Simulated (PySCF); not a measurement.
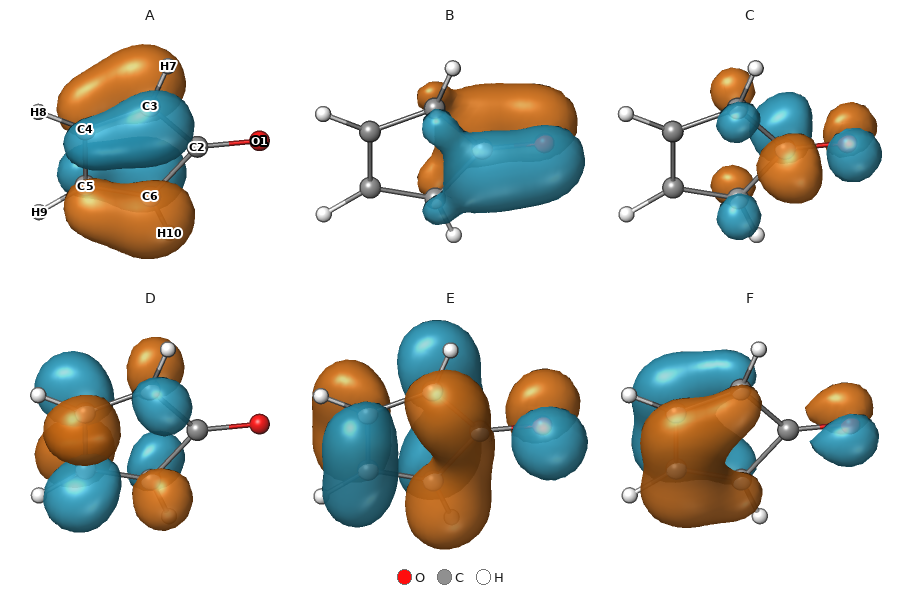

*C₅H₄O, SMILES `O=C1C=CC=C1`. Natural orbitals of the π active space, CASSCF(6,6), triplet state at the geometry of the singlet, in random order.*

Method: def2-SVP basis; geometry: GFN2-xTB; program: PySCF. No frequency check shows the geometry to be a minimum.

Input

```python
import numpy as np
from pyscf import gto, scf, dft, mcscf, mrpt
from pyscf.mcscf import avas

def solve(mol, dm0=None, hcore=None):
    mf = scf.ROHF(mol) if mol.spin else scf.RHF(mol)
    mf = mf.density_fit(auxbasis='def2-universal-jkfit')
    mf.conv_tol, mf.max_cycle = 1e-8, 80
    if hcore is not None:
        mf.get_hcore = lambda *args: hcore
    mf.kernel(dm0)
    if not mf.converged:
        mf = mf.newton().run(mf.mo_coeff, mf.mo_occ, max_cycle=30)
    assert mf.converged, 'SCF not converged'
    return mf

mol = gto.M(atom='''
O     -2.02864    -0.00008     0.00000
C     -0.82498     0.00015     0.00000
C      0.08943    -1.18657     0.00000
C      1.34507    -0.73964     0.00000
C      1.34505     0.73964     0.00000
C      0.08939     1.18653     0.00000
H     -0.26617    -2.19862     0.00000
H      2.24891    -1.32233     0.00000
H      2.24888     1.32235     0.00000
H     -0.26623     2.19858     0.00000
''', basis='def2-svp', charge=0, spin=0, verbose=4)
mf = solve(mol)
ncas, nel, orbs = avas.avas(mf, ['C 2pz', 'O 2pz'], threshold=0.5, openshell_option=3)
print('active space', nel, ncas)
assert 2 <= ncas <= 10, 'active space too large or empty'
mc = mcscf.CASSCF(mf, ncas, nel)
mc.natorb, mc.max_cycle_macro = True, 60
mc.fix_spin_(ss=mol.spin / 2 * (mol.spin / 2 + 1))
mc.kernel(orbs)
occ = mc.mo_occ[mc.ncore:mc.ncore + ncas]
print('natural occupations', occ.round(4))
e2 = mrpt.NEVPT(mc).kernel()
out = dict(c=mc.mo_coeff[:, mc.ncore:mc.ncore + ncas], occ=occ, e=mc.e_tot, e2=e2, ehf=mf.e_tot, ok=mc.converged, nel=nel, w0=abs(mc.ci).max() ** 2, dm=mc.make_rdm1())
# the other spin state at the same geometry
other = mol.copy().set(spin=2).build()
mo = scf.ROHF(other).density_fit(auxbasis='def2-universal-jkfit').run()
na = (nel + other.spin) // 2
m2 = mcscf.CASSCF(mo, ncas, (na, nel - na))
m2.natorb = True
m2.fix_spin_(ss=other.spin / 2 * (other.spin / 2 + 1))
m2.kernel(mc.mo_coeff)
e2o = mrpt.NEVPT(m2).kernel()
print('other state above this one / eV: CASSCF', (m2.e_tot - mc.e_tot) * 27.211386, 'NEVPT2', (m2.e_tot + e2o - mc.e_tot - e2) * 27.211386)
np.savez('result.npz', eo=m2.e_tot, e2o=e2o, oko=m2.converged, occo=m2.mo_occ[mc.ncore:mc.ncore + ncas], co=m2.mo_coeff[:, mc.ncore:mc.ncore + ncas], **out)
```

Command:

```sh
OMP_NUM_THREADS=1 python input.py
```

The run took 42 s on 1 thread of Arm Neoverse V1, with other jobs on the host, peak memory 0.26 GiB.

Question: Which orbitals are strongly, which singly and which weakly occupied?

Answer: Strongly: B (1.94), F (1.89). About singly: A (1.04), E (0.96). Weakly: D (0.10), C (0.06). Broadly, orbitals with more nodes between bonded atoms hold fewer electrons.

Question: Where does the lowest triplet lie relative to the singlet, at this geometry and within this active space?

Answer: 2.32 eV above it by strongly contracted NEVPT2 (+2.60 eV by CASSCF); a small basis tends to put such gaps a few tenths of an eV too high. This is a vertical energy for π states alone; a state that uses lone pairs or σ orbitals may lie lower.
